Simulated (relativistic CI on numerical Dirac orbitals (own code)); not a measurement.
Relativistic CI calculation, with input and output: Al⁶⁺

Al⁶⁺. Computed at this level: Dirac-Coulomb-Breit CI, KLI orbitals optimised for each configuration, model QED (radiative potential, 1s self-energy scaled to tabulated hydrogen-like ionisation energies), valence Slater integrals scaled by 0.9, configuration energies shifted to the measured levels that pair with them (semi-empirical) (relativistic CI on numerical Dirac orbitals, in-house).

**Input file**
```
atom Al  Z=13  charge=6  electrons=7
nucleus A=27  rms_radius_fm=3.0610
hamiltonian dirac-coulomb  breit=on  qed=on  c_scale=1
orbitals kli  potential=per-configuration
slater_scale 0.9
correlation fit
mixing on
configurations
  [He] 2s2 2p3
  [He] 2s 2p4
  [He] 2p5
  [He] 2s2 2p2 3s
  [He] 2s2 2p2 3d
  [He] 2s 2p3 3s
  [He] 2s2 2p2 4s
  [He] 2s2 2p2 4d
  [He] 2s2 2p2 5s
  [He] 2s2 2p2 5d
  [He] 2s2 2p2 3p
  [He] 2p4 3s
  [He] 2p4 3p
  [He] 2p4 3d
  [He] 2s 2p3 3p
  [He] 2s2 2p2 4p
  [He] 2s 2p3 3d
  [He] 2s2 2p2 4f
  [He] 2s2 2p 3s2
  [He] 2s2 2p 3s 3p
  [He] 2s2 2p 3p2
  [He] 2s 2p3 4s
  [He] 2s2 2p 3s 3d
  [He] 2s 2p3 4p
  [He] 2s2 2p 3p 3d
  [He] 2s 2p3 4d
  [He] 2s 2p3 4f
  [He] 2s 2p2 3s2
  [He] 2s2 2p 3d2
  [He] 2s 2p2 3s 3p
end
```

Launched within a batch (the task file carries these settings):
```bash
python <driver script> task.json out
```

The program writes its results to a structured record and prints no log; tables and figures of this report are taken from that record.

**The lowest 30 levels**

| Configuration | Level | E (eV) | LS purity (%) | Landé g | Lifetime (s; – stable or not computed) |
| --- | --- | --- | --- | --- | --- |
| 2s² 2p³ | ⁴S°₃/₂ | 0 | 100 | 2.001 | – |
| 2s² 2p³ | ²D°₃/₂ | 7.431 | 99 | 0.805 | 1.9×10⁰ |
| 2s² 2p³ | ²D°₅/₂ | 7.443 | 100 | 1.200 | 7.7×10¹ |
| 2s² 2p³ | ²P°₁/₂ | 10.97 | 98 | 0.665 | 5.9×10⁻² |
| 2s² 2p³ | ²P°₃/₂ | 11.00 | 97 | 1.328 | 2.4×10⁻² |
| 2s 2p⁴ | ⁴P₅/₂ | 35.01 | 100 | 1.600 | 2.7×10⁻¹⁰ |
| 2s 2p⁴ | ⁴P₃/₂ | 35.32 | 100 | 1.734 | 2.6×10⁻¹⁰ |
| 2s 2p⁴ | ⁴P₁/₂ | 35.48 | 100 | 2.669 | 2.6×10⁻¹⁰ |
| 2s 2p⁴ | ²D₅/₂ | 47.84 | 100 | 1.200 | 1.0×10⁻¹⁰ |
| 2s 2p⁴ | ²D₃/₂ | 47.85 | 100 | 0.799 | 9.9×10⁻¹¹ |
| 2s 2p⁴ | ²S₁/₂ | 55.37 | 99 | 1.994 | 5.4×10⁻¹¹ |
| 2s 2p⁴ | ²P₃/₂ | 58.77 | 99 | 1.333 | 2.5×10⁻¹¹ |
| 2s 2p⁴ | ²P₁/₂ | 59.13 | 99 | 0.673 | 2.5×10⁻¹¹ |
| 2p⁵ | ²P°₃/₂ | 91.22 | 97 | 1.333 | 3.9×10⁻¹¹ |
| 2p⁵ | ²P°₁/₂ | 91.71 | 97 | 0.665 | 3.9×10⁻¹¹ |
| 2s² 2p² 3s | ⁴P₁/₂ | 142.3 | 97 | 2.664 | 2.5×10⁻¹¹ |
| 2s² 2p² 3s | ⁴P₃/₂ | 142.5 | 97 | 1.733 | 2.5×10⁻¹¹ |
| 2s² 2p² 3s | ⁴P₅/₂ | 142.7 | 97 | 1.600 | 2.5×10⁻¹¹ |
| 2s² 2p² 3s | ²P₁/₂ | 144.3 | 98 | 0.672 | 8.1×10⁻¹² |
| 2s² 2p² 3s | ²P₃/₂ | 144.6 | 97 | 1.332 | 8.1×10⁻¹² |
| 2s² 2p² 3s | ²D₅/₂ | 148.4 | 98 | 1.201 | 1.3×10⁻¹¹ |
| 2s² 2p² 3s | ²D₃/₂ | 148.4 | 97 | 0.801 | 1.3×10⁻¹¹ |
| 2s² 2p² 3p | ²S°₁/₂ | 149.9 | 96 | 2.000 | 1.7×10⁻⁹ |
| 2s² 2p² 3p | ⁴D°₁/₂ | 150.8 | 97 | 0.015 | 2.0×10⁻⁹ |
| 2s² 2p² 3p | ⁴D°₃/₂ | 150.9 | 96 | 1.209 | 1.9×10⁻⁹ |
| 2s² 2p² 3p | ⁴D°₅/₂ | 151.1 | 96 | 1.375 | 1.9×10⁻⁹ |
| 2s² 2p² 3p | ⁴D°₇/₂ | 151.3 | 97 | 1.428 | 2.0×10⁻⁹ |
| 2s² 2p² 3p | ⁴P°₁/₂ | 151.6 | 96 | 2.649 | 3.3×10⁻¹⁰ |
| 2s² 2p² 3p | ⁴P°₃/₂ | 151.7 | 95 | 1.721 | 3.2×10⁻¹⁰ |
| 2s² 2p² 3p | ⁴P°₅/₂ | 151.8 | 94 | 1.588 | 3.3×10⁻¹⁰ |

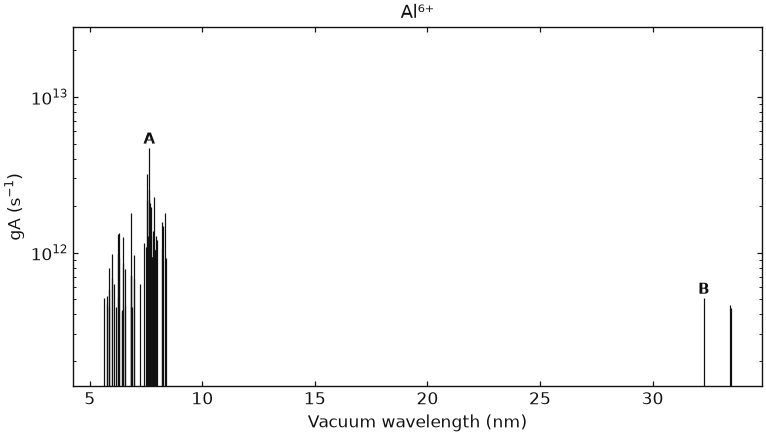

Fig. 1: The stronger electric dipole lines (weighted rates gA) for Al⁶⁺ (aluminium, Z = 13). A: 2s² 2p² 3d ²F₇/₂ → 2s² 2p³ ²D°₅/₂, 7.651 nm, gA = 4.7×10¹² s⁻¹; B: 2s² 2p² 4f ⁴G°₁₁/₂ → 2s² 2p² 3d ⁴F₉/₂, 32.27 nm, gA = 5.1×10¹¹ s⁻¹. The strongest, A, lies in the soft X-ray region.

**Key numbers**

| quantity | value |
| --- | --- |
| outcome | converged |
| lowest level | 2s² 2p³ ⁴S°₃/₂ |
| first excited level | 2s² 2p³ ²D°₃/₂, 59,933 cm⁻¹ |
| levels computed | 877 |
| SCF iterations | 255 |
| hardware | 1 thread of Arm Neoverse V2, 24 GiB of memory available, shared host |
| wall time | 1.5 s |

**Notes**

To bear in mind: shifts are fitted to measured levels, configurations with none paired borrow a shift and can be misplaced by tens of thousands of cm⁻¹; one shift a configuration: terms inside it, and wavelengths, can be off by thousands of cm⁻¹; only a limited list of configurations is included, so lower levels can be missing; only lines among the lowest 400 of 877 levels are drawn, so those from 2s 2p³ 4f, 2s 2p³ 4p, 2s 2p³ 4d and 2p⁴ 3p are incomplete.
